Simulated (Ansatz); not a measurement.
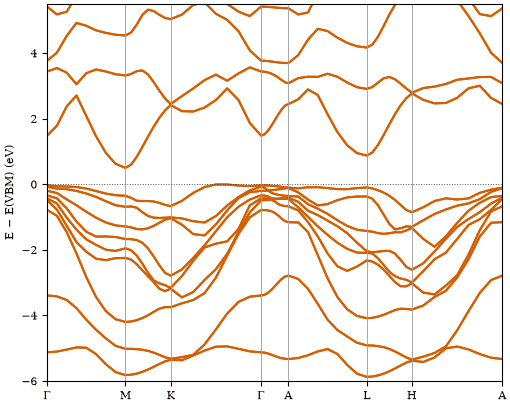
Band structure from DFT-r²SCAN with spin–orbit coupling in the program Ansatz with PAW potentials

Problem. Read off the gap and where the band edges lie.

Solution. About 0.5 eV (0.50 eV by a search for the band edges); maximum on the K–Γ line, 55 % of the way from K, minimum at M.

The material is In2Se3 (La2O3 or Ni2Al3 type, space group No. 164).

Space group P-3m1 (La2O3 or Ni2Al3 type). The cell is a constructed one: a structure type filled with these elements; neither database checked (COD, Materials Project) lists it. COD files the formula under space group No. 160, 166, 169, 170, so this cell is another polymorph or a model. Whether it is the stable phase at ambient conditions was not checked. Symmetry was held in the r²SCAN relaxation; its stability against distortions is not shown here.

Potentials: the earlier of the program's two PAW sets.
